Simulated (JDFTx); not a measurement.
```json
{
 "surface": "Rh(100)",
 "bulk": "Rh, Fm-3m, lattice of mp-74 (not re-optimised)",
 "slab": "4 atoms in 4 planes, 1x1, 5.7 Å between the outermost planes",
 "in-plane cell": "2.691 × 2.691 Å, 7.24 Å²",
 "cell_height": "21.7 Å",
 "sampling": "8×8×1 k mesh, Fermi smearing 0.01 Ha, no spin polarisation"
}
```

Method: PBE, GBRV ultrasoft potentials, plane waves to 20/100 Ha, in JDFTx (a modified build). Liquid on both sides: linear PCM (GLSSA13), water, 1 M KF; nuclei fixed. Potentials refer to SHE, placed 4.44 V below the bulk liquid's zero by convention.

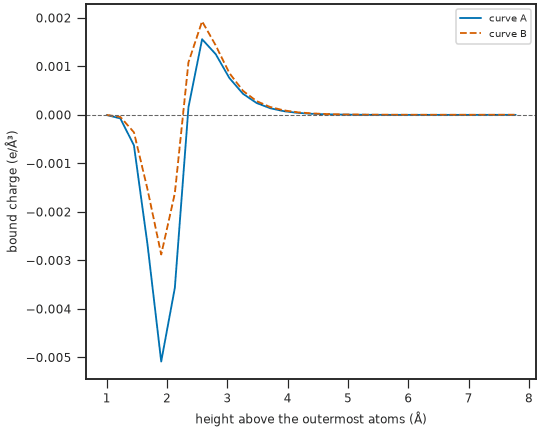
Figure: Plane-averaged bound charge of the liquid for two states of the electrode

Question: One curve is the neutral slab. Which, and what is the sign of the other's charge?

Answer: Curve B is neutral (potential of zero charge, 0.34 V). Curve A is positively charged, 2.7 μC/cm² at 0.50 V.
